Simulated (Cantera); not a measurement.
Input: 1 mol n-butane, 0.011 mol O₂, a varied amount of N₂, equilibrated at 1175 K and 10.0 mbar.

Method: chemical equilibrium by Gibbs-energy minimisation in Cantera with the NASA 1993 tables (ideal gas, pure condensed phases). Candidate condensed phases: C, C₆H₆, C₇H₈, C₈H₁₈, H₂O; 136 gas species. The numbers say what is thermodynamically allowed, not how fast it happens.

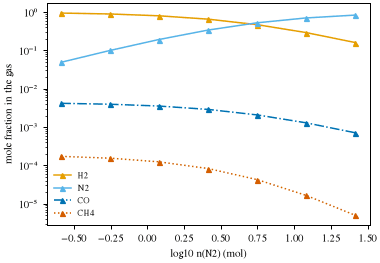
Equilibrium gas composition (values under 1e-9 drawn at 1e-9)

Problem. Read off the mole fractions at 0.26 mol N₂.

Solution. H₂ about 0.95, N₂ about 0.049, CO about 0.0042, CH₄ about 0.00017.
